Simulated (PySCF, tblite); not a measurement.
# C₆H₉O₃−: a rotation path, then NMR shifts on frames

How do NMR shifts of C₆H₉O₃− (`COCC1(C(=O)[O-])CC1`) change as the atoms move?

Computed with tblite 0.8.0 and PySCF 2.14.0, with density-fitted response routines of our own, on a single molecule in the gas phase. Atoms are numbered from 0 throughout.

### 1 The molecule as given

18 atoms, charge -1, multiplicity 1; geometry from: GFN2-xTB.

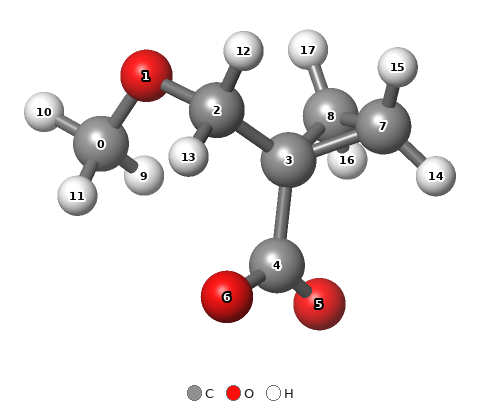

As it starts; carbon grey, oxygen red, hydrogen white, atoms numbered.

### 2 The rotation path with GFN2-xTB

What the job is given:

```
{"job": {"kind": "neb", "xc": "GFN2-xTB", "basis": "xTB", "atoms": [1, 2, 3, 7], "turn": 120}, "charge": -1, "multiplicity": 1}
C      2.041973    -0.693042     0.617403
O      1.430070     0.482272     1.083234
C      0.607240     1.093519     0.094076
C     -0.527762     0.225075    -0.397974
C     -0.235043    -0.575834    -1.730176
O     -0.982032    -1.537522    -1.945796
O      0.704733    -0.141420    -2.410955
C     -1.939038     0.712820    -0.221095
C     -1.431923    -0.418550     0.612607
H      1.305751    -1.480441     0.427359
H      2.734206    -1.016553     1.397218
H      2.586132    -0.508304    -0.315750
H      0.242909     2.009512     0.574011
H      1.223287     1.357663    -0.780284
H     -2.640811     0.479770    -1.009510
H     -2.106603     1.673569     0.254093
H     -1.782763    -1.411753     0.369494
H     -1.239085    -0.244462     1.663752
```

With the program's defaults for keys left out, this is: GFN2-xTB climbing-image nudged elastic band, gas phase.

On the command line:

```console
$ OMP_NUM_THREADS=1 python probes_run.py task.json out
```

The driver reads the jobs from task.json and runs them one after another.

Log:

```text
image   E - E0 / eV
  0      -0.0000
  1       0.0220
  2       0.0941
  3       0.1821
  4       0.2764
  5       0.3840
  6       0.3472
  7       0.2791
  8       0.2448
```

Wall time 10 s (1 thread of Arm Neoverse V1, shared host); peak memory 0.19 GiB.

The final band, with the dihedral O1–C2–C3–C7:

| image | dihedral (°) | energy (eV) | energy (kcal/mol) |
| --- | --- | --- | --- |
| 0 | 120 | 0.000 | 0.0 |
| 1 | 137 | 0.022 | 0.5 |
| 2 | 153 | 0.094 | 2.2 |
| 3 | 168 | 0.182 | 4.2 |
| 4 | 189 | 0.276 | 6.4 |
| 5 | 210 | 0.384 | 8.9 |
| 6 | 230 | 0.347 | 8.0 |
| 7 | 249 | 0.279 | 6.4 |
| 8 | 269 | 0.245 | 5.6 |

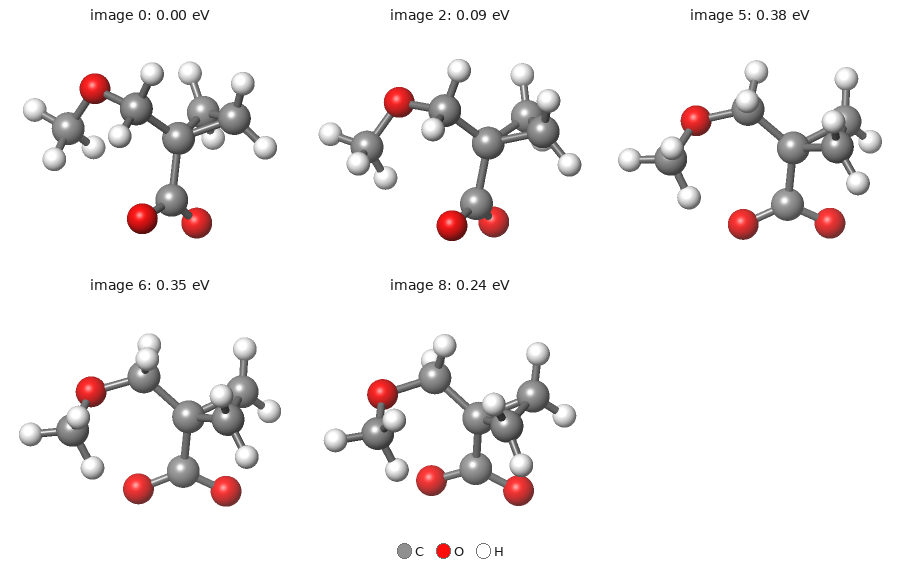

Images along the band.

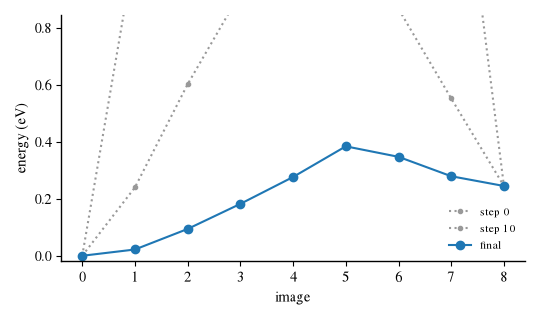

Energy along the band, early and final.

### 3 Shielding tensors: image 0, PBE0/pcSseg-1

What the job is given:

```
{"job": {"kind": "nmr", "xc": "PBE0", "basis": "pcSseg-1", "pop": false}, "charge": -1, "multiplicity": 1}
C      2.042000    -0.693000     0.617400
O      1.430100     0.482300     1.083200
C      0.607200     1.093500     0.094100
C     -0.527800     0.225100    -0.398000
C     -0.235000    -0.575800    -1.730200
O     -0.982000    -1.537500    -1.945800
O      0.704700    -0.141400    -2.411000
C     -1.939000     0.712800    -0.221100
C     -1.431900    -0.418600     0.612600
H      1.305800    -1.480400     0.427400
H      2.734200    -1.016600     1.397200
H      2.586100    -0.508300    -0.315700
H      0.242900     2.009500     0.574000
H      1.223300     1.357700    -0.780300
H     -2.640800     0.479800    -1.009500
H     -2.106600     1.673600     0.254100
H     -1.782800    -1.411800     0.369500
H     -1.239100    -0.244500     1.663800
```

Level: GIAO PBE0/pcSseg-1 NMR shielding, non-relativistic, gas phase.

Log:

```text
coarse grid: 15360 points
cycle   1  E = -458.8379385729  dE =  1.451e+00  |g| = 1.166e+00  |ddm| = 3.785e+00
cycle   2  E = -458.4632162041  dE =  3.747e-01  |g| = 1.859e+00  |ddm| = 3.796e+00
cycle   3  E = -459.0913892454  dE = -6.282e-01  |g| = 1.686e-01  |ddm| = 2.806e+00
cycle   4  E = -459.0969675527  dE = -5.578e-03  |g| = 7.623e-02  |ddm| = 2.452e-01
cycle   5  E = -459.0982944926  dE = -1.327e-03  |g| = 1.365e-02  |ddm| = 8.235e-02
cycle   6  E = -459.0983224138  dE = -2.792e-05  |g| = 7.164e-03  |ddm| = 1.644e-02
cycle   7  E = -459.0983309768  dE = -8.563e-06  |g| = 2.487e-03  |ddm| = 7.843e-03
final grid: 149224 points
cycle   8  E = -459.1846668297  dE = -3.649e-05  |g| = 1.634e-02  |ddm| = 4.079e-02
cycle   9  E = -459.1845817851  dE =  8.504e-05  |g| = 2.696e-02  |ddm| = 3.753e-02
cycle  10  E = -459.1847159543  dE = -1.342e-04  |g| = 2.605e-03  |ddm| = 2.456e-02
cycle  11  E = -459.1847172139  dE = -1.260e-06  |g| = 6.110e-04  |ddm| = 2.475e-03
cycle  12  E = -459.1847172724  dE = -5.851e-08  |g| = 2.291e-04  |ddm| = 7.161e-04
cycle  13  E = -459.1847172830  dE = -1.056e-08  |g| = 4.386e-05  |ddm| = 2.129e-04
cycle  14  E = -459.1847172833  dE = -3.453e-10  |g| = 1.763e-05  |ddm| = 5.371e-05
converged SCF energy = -459.1847172833

GIAO shielding tensors (ppm)
atom      isotropic    diamagn.    paramagn.     s11        s22        s33       span
  0 C      129.483     245.935    -116.453    100.067    108.419    179.963     79.896
  1 O      307.845     397.342     -89.498    270.157    296.250    357.127     86.971
  2 C      104.838     243.183    -138.345     74.608     99.259    140.647     66.039
  3 C      160.828     258.355     -97.527    117.440    153.392    211.651     94.211
  4 C       14.616     240.596    -225.980    -70.269     47.392     66.725    136.994
  5 O       41.887     406.828    -364.941   -159.259    -16.129    301.049    460.308
  6 O        1.196     407.675    -406.480   -244.642    -45.731    293.960    538.602
  7 C      169.311     254.393     -85.083    134.523    173.579    199.831     65.307
  8 C      180.399     252.966     -72.567    153.449    176.992    210.755     57.306
  9 H       27.864      31.790      -3.925     23.819     27.935     31.839      8.021
 10 H       28.814      29.707      -0.893     24.801     26.364     35.277     10.476
 11 H       28.228      30.305      -2.077     24.520     26.775     33.390      8.870
 12 H       29.051      32.155      -3.105     23.048     30.766     33.338     10.290
 13 H       25.890      31.516      -5.626     22.269     25.998     29.404      7.135
 14 H       31.140      32.328      -1.187     25.176     28.516     39.729     14.552
 15 H       31.982      33.300      -1.318     26.229     29.119     40.598     14.370
 16 H       30.524      32.664      -2.140     24.734     27.395     39.444     14.710
 17 H       31.712      33.197      -1.485     26.298     28.783     40.054     13.756
```

Wall time 29 s (1 thread of Arm Neoverse V1, shared host); peak memory 0.88 GiB.

The references, computed at this level on geometries of the same kind, shield at (ppm): 1H TMS 31.72, 13C TMS 186.9, 17O H2O 336.1. Their shielding less the atom's gives the shift. The references are single molecules in the gas phase, so shifts against H2O, NH3, PH3, H3PO4 or CFCl3 are not on the usual liquid scales and can be off by tens of ppm. Each atom is listed at this fixed geometry, with no averaging over motion; a spectrum would average atoms that exchange fast.

| atoms | environment | σ (ppm) | δ (ppm) |
| --- | --- | --- | --- |
| C4 | carboxylate carbon | 14.6 | 172.3 |
| C2 | sp3 CH2 bonded to O | 104.8 | 82.1 |
| C0 | methyl carbon bonded to O | 129.5 | 57.4 |
| C3 | three-membered-ring carbon | 160.8 | 26.1 |
| C7 | three-membered-ring carbon | 169.3 | 17.6 |
| C8 | three-membered-ring carbon | 180.4 | 6.5 |
| H13 | hydrogen on an sp3 CH2 bonded to O | 25.89 | 5.83 |
| H9 | hydrogen on a methyl carbon bonded to O | 27.86 | 3.85 |
| H11 | hydrogen on a methyl carbon bonded to O | 28.23 | 3.49 |
| H10 | hydrogen on a methyl carbon bonded to O | 28.81 | 2.90 |
| H12 | hydrogen on an sp3 CH2 bonded to O | 29.05 | 2.67 |
| H16 | hydrogen on a three-membered-ring carbon | 30.52 | 1.19 |
| H14 | hydrogen on a three-membered-ring carbon | 31.14 | 0.58 |
| H17 | hydrogen on a three-membered-ring carbon | 31.71 | 0.01 |
| H15 | hydrogen on a three-membered-ring carbon | 31.98 | -0.26 |
| O6 | carboxylate oxygen | 1.2 | 334.9 |
| O5 | carboxylate oxygen | 41.9 | 294.2 |
| O1 | ether oxygen | 307.8 | 28.2 |

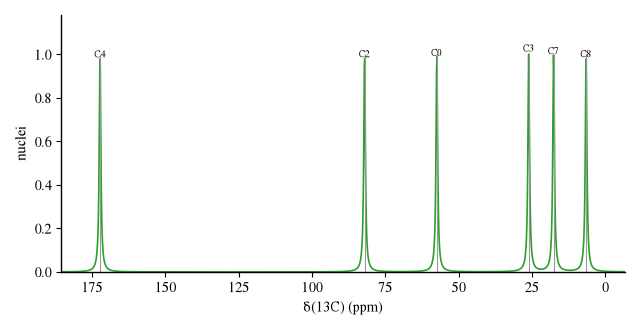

13C lines at the computed shifts, without couplings. Lines are broadened to a width of 0.66 ppm (Lorentzian).

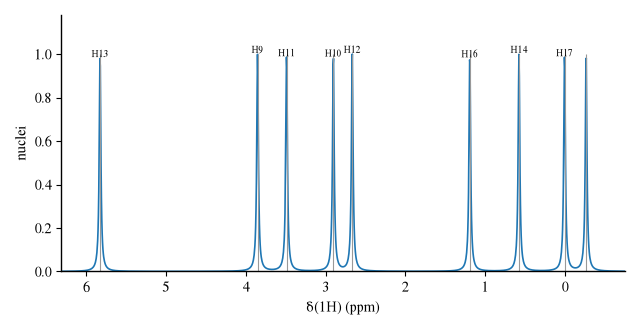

1H lines at the computed shifts, without couplings. Lines are broadened to a width of 0.02 ppm (Lorentzian).

Ring of atoms C3, C7, C8: NICS(0) -43.8, NICS(1) -8.4, NICS(1)zz -23.9 ppm (means of both faces).

In rings of three or four atoms NICS is ruled by the nearby σ bonds, so it says little on aromaticity.

### 4 Shielding tensors: image 2, PBE0/pcSseg-1

What the job is given:

```
{"job": {"kind": "nmr", "xc": "PBE0", "basis": "pcSseg-1", "pop": false}, "charge": -1, "multiplicity": 1}
C      2.352200    -0.606400     0.310400
O      1.482300     0.142000     1.122100
C      0.524900     0.889700     0.388800
C     -0.608100     0.104700    -0.235900
C     -0.236600    -0.875500    -1.423100
O     -0.834900    -1.957100    -1.432500
O      0.596600    -0.428500    -2.223000
C     -1.894900     0.858300    -0.434300
C     -1.808400    -0.224400     0.596900
H      1.840100    -1.434700    -0.183600
H      3.137200    -0.990800     0.964800
H      2.795400     0.026800    -0.468300
H      0.125200     1.601700     1.124600
H      1.041600     1.449700    -0.406900
H     -2.455500     0.664100    -1.337900
H     -1.949900     1.889900    -0.100900
H     -2.296300    -1.163300     0.378800
H     -1.819400     0.060200     1.642000
```

Level: GIAO PBE0/pcSseg-1 NMR shielding, non-relativistic, gas phase.

Log:

```text
coarse grid: 15360 points
cycle   1  E = -458.8291973386  dE =  1.454e+00  |g| = 1.172e+00  |ddm| = 3.801e+00
cycle   2  E = -458.4574108268  dE =  3.718e-01  |g| = 1.859e+00  |ddm| = 3.743e+00
cycle   3  E = -459.0863792182  dE = -6.290e-01  |g| = 1.695e-01  |ddm| = 2.754e+00
cycle   4  E = -459.0918403187  dE = -5.461e-03  |g| = 8.218e-02  |ddm| = 2.459e-01
cycle   5  E = -459.0932537621  dE = -1.413e-03  |g| = 2.570e-02  |ddm| = 8.783e-02
cycle   6  E = -459.0933542725  dE = -1.005e-04  |g| = 1.120e-02  |ddm| = 2.933e-02
cycle   7  E = -459.0933767673  dE = -2.249e-05  |g| = 2.424e-03  |ddm| = 1.084e-02
cycle   8  E = -459.0933779404  dE = -1.173e-06  |g| = 5.464e-04  |ddm| = 2.570e-03
final grid: 149224 points
cycle   9  E = -459.1794141342  dE = -4.016e-05  |g| = 1.558e-02  |ddm| = 4.004e-02
cycle  10  E = -459.1793501875  dE =  6.395e-05  |g| = 2.434e-02  |ddm| = 3.264e-02
cycle  11  E = -459.1794593527  dE = -1.092e-04  |g| = 1.738e-03  |ddm| = 2.084e-02
cycle  12  E = -459.1794599819  dE = -6.292e-07  |g| = 2.925e-04  |ddm| = 1.474e-03
cycle  13  E = -459.1794599887  dE = -6.852e-09  |g| = 2.428e-04  |ddm| = 4.690e-04
cycle  14  E = -459.1794599993  dE = -1.055e-08  |g| = 4.901e-05  |ddm| = 2.263e-04
cycle  15  E = -459.1794599997  dE = -4.104e-10  |g| = 1.983e-05  |ddm| = 5.965e-05
converged SCF energy = -459.1794599997

GIAO shielding tensors (ppm)
atom      isotropic    diamagn.    paramagn.     s11        s22        s33       span
  0 C      124.651     244.242    -119.591     93.252    105.424    175.278     82.026
  1 O      306.960     396.767     -89.807    270.781    299.663    350.435     79.654
  2 C      100.938     241.806    -140.868     67.858     91.755    143.201     75.343
  3 C      158.612     253.550     -94.938    115.596    157.510    202.729     87.132
  4 C       14.446     241.241    -226.795    -72.977     52.505     63.809    136.786
  5 O        7.360     406.385    -399.025   -190.278    -36.789    249.147    439.425
  6 O        4.494     408.730    -404.236   -219.591    -39.142    272.216    491.807
  7 C      176.419     255.518     -79.099    146.984    175.737    206.537     59.553
  8 C      174.904     254.038     -79.134    143.735    174.606    206.372     62.636
  9 H       27.031      30.331      -3.300     21.997     28.055     31.043      9.046
 10 H       28.585      29.150      -0.565     24.631     26.390     34.733     10.102
 11 H       28.301      29.908      -1.607     24.725     26.783     33.395      8.669
 12 H       29.164      31.997      -2.833     23.593     31.493     32.406      8.813
 13 H       26.981      31.599      -4.618     22.641     28.311     29.992      7.351
 14 H       31.694      32.365      -0.672     26.167     28.759     40.155     13.988
 15 H       32.213      33.298      -1.084     26.840     29.101     40.699     13.859
 16 H       30.495      32.717      -2.223     24.817     27.471     39.196     14.379
 17 H       31.928      33.369      -1.441     26.589     28.937     40.258     13.669
```

It took 29 s on 1 thread of Arm Neoverse V1, shared host; peak memory 0.94 GiB.

This run: δ C4 172.5, C2 86.0, C0 62.3, C3 28.3, H13 4.74, H9 4.69 ppm.

(Part 1 of 2 ends here.)
